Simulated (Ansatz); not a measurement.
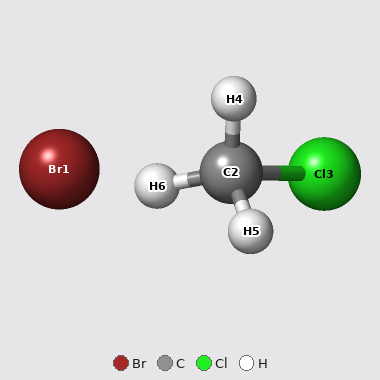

The system is the pair Br···CH₃Cl, charge −1; the picture shows the reference structure. 
- The turn is about an axis along (−0.81, −0.58, −0.13) in the frame of the relaxed pair, normal to the line between the partners.
- Coordinates scanned: (1) distance C2···Br1; (2) turn of Br1 about C2.
- Grid: 9 × 9 points.
- Points are written as (first, second).
- Energies: kcal/mol, counted from the ion and the molecule far apart, frozen as in the relaxed pair, each in its own basis (no counterpoise correction).
- Method: Ansatz 0.2.0, RKS BHLYP-D4/def2-SVPD.

Its coordinates:

```xyz
6

Br   -0.0875    0.7731   -2.8312
C     0.0127   -0.1127    0.4129
Cl    0.0672   -0.5918    2.1672
H     0.9706    0.3174    0.1466
H    -0.7800    0.6137    0.2819
H    -0.1830   -0.9997   -0.1773
```

Range: distance C2···Br1 from 2.826 to 4.826 Å; turn of Br1 about C2 from −90.0 to 90.0°.

What landscape does the calculation give?

Answer. The lowest grid point is at (3.333 Å, 0.0°), −10.4 kcal/mol from the ion and the molecule far apart, frozen as in the relaxed pair, each in its own basis (no counterpoise correction). It is the only kind of minimum in the scanned range. The highest grid point, (2.826 Å, −90.0°), lies 23.8 kcal/mol above the lowest. Round the minimum the two coordinates are nearly uncoupled.

| turn of Br1 about C2 ↓, distance C2···Br1 → | 2.826 | 2.935 | 3.113 | 3.333 | 3.584 | 3.862 | 4.163 | 4.485 | 4.826 |
| --- | --- | --- | --- | --- | --- | --- | --- | --- | --- |
| 90.0 | 7.2 | 2.9 | −1.5 | −4.0 | −4.8 | −4.5 | −3.9 | −3.1 | −2.4 |
| 67.5 | 5.5 | 0.9 | −3.7 | −6.3 | −7.1 | −6.8 | −6.0 | −5.1 | −4.2 |
| 45.0 | 2.2 | −1.9 | −5.9 | −8.1 | −8.7 | −8.2 | −7.3 | −6.2 | −5.3 |
| 22.5 | −2.8 | −5.7 | −8.5 | −9.7 | −9.7 | −8.9 | −7.8 | −6.8 | −5.8 |
| 0.0 | −5.3 | −7.6 | −9.6 | −10.4 | −10.1 | −9.1 | −8.0 | −6.9 | −5.9 |
| −22.5 | −2.3 | −5.4 | −8.4 | −9.8 | −9.8 | −9.0 | −7.9 | −6.8 | −5.8 |
| −45.0 | 5.4 | 0.1 | −5.3 | −8.3 | −9.2 | −8.8 | −7.8 | −6.6 | −5.6 |
| −67.5 | 12.6 | 5.1 | −2.3 | −6.6 | −8.1 | −8.0 | −7.0 | −5.9 | −4.8 |
| −90.0 | 13.4 | 6.6 | −0.2 | −4.2 | −5.7 | −5.6 | −4.8 | −3.9 | −3.0 |

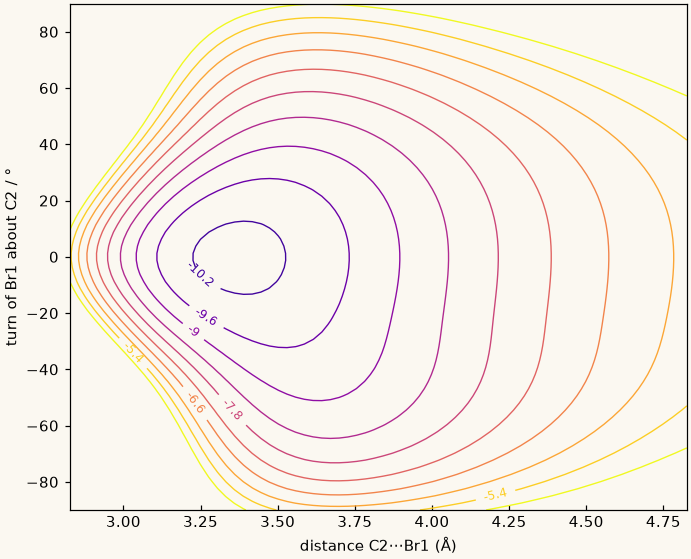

Drawn: contour lines labelled in kcal/mol (none above −4.8). Between grid points the surface is interpolated.

The whole map (81 points run) took 11 min on 1 thread of Arm Neoverse V1 (shared host).
